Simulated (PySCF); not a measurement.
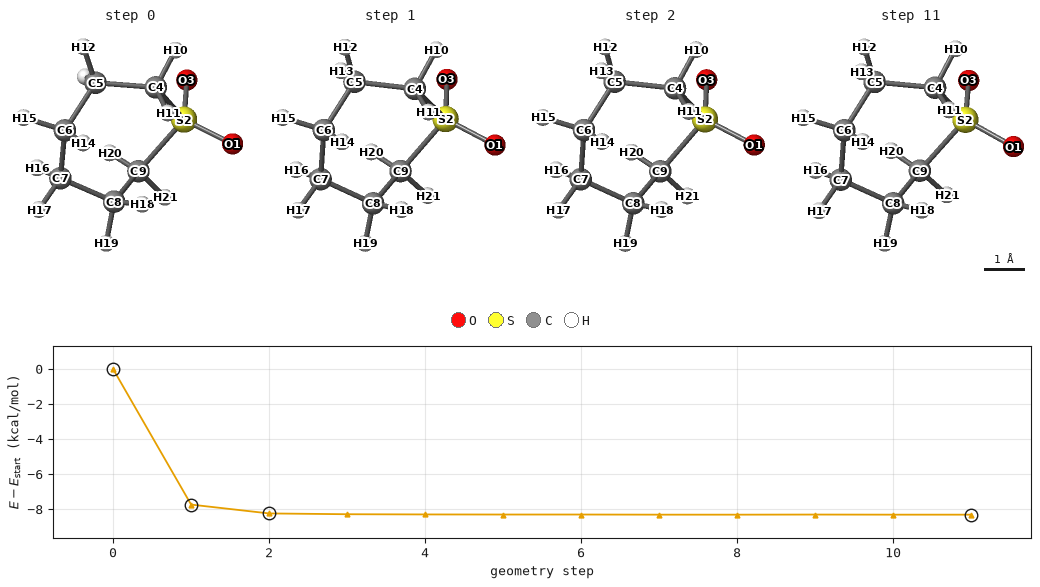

Frames of a relaxation of C₆H₁₂O₂S, marked on the history of the run. A ball-and-stick model, seen at a tilt.

The start comes from GFN2-xTB. Its atoms were then displaced at random by about 0.01 Å.

Theory: PBE0-D3(BJ)/def2-SVP geometry optimisation, gas phase in PySCF 2.14.0, density-fitted response routines. 

What happens along the run?

After 11 geometry steps the energy has fallen by 8.30 kcal/mol. H13 moves most after the best rigid fit: 0.16 Å. Largest moves by element: H 0.16 Å, O 0.11 Å, C 0.08 Å, S 0.04 Å. Among the contacts that change: C4–H10 1.053 → 1.101 Å, O1–S2 1.419 → 1.463 Å, S2–C4 1.846 → 1.802 Å, C9–H20 1.067 → 1.100 Å. Bond angles that change, for instance: S2–C9–C8 110.4° → 115.8°, S2–C4–C5 111.1° → 116.3°, H10–C4–H11 112.2° → 108.2°. The run took 4.9 min on 1 thread of Intel(R) Xeon(R) Platinum 8259CL CPU @ 2.50GHz (shared host). From step 0 to 1: H13 moves most (0.19 Å), energy −7.73 kcal/mol. From step 1 to 2: S and H atoms move most (0.02 Å), energy −0.50 kcal/mol. From step 2 to 11: O atoms move most (0.06 Å), energy −0.07 kcal/mol.

| step | E − E(0), kcal/mol |
| --- | --- |
| 0 | 0.00 |
| 1 | -7.73 |
| 2 | -8.23 |
| 3 | -8.28 |
| 4 | -8.29 |
| 5 | -8.30 |
| 6 | -8.30 |
| 7 | -8.30 |
| 8 | -8.30 |
| 9 | -8.30 |
| 10 | -8.30 |
| 11 | -8.30 |
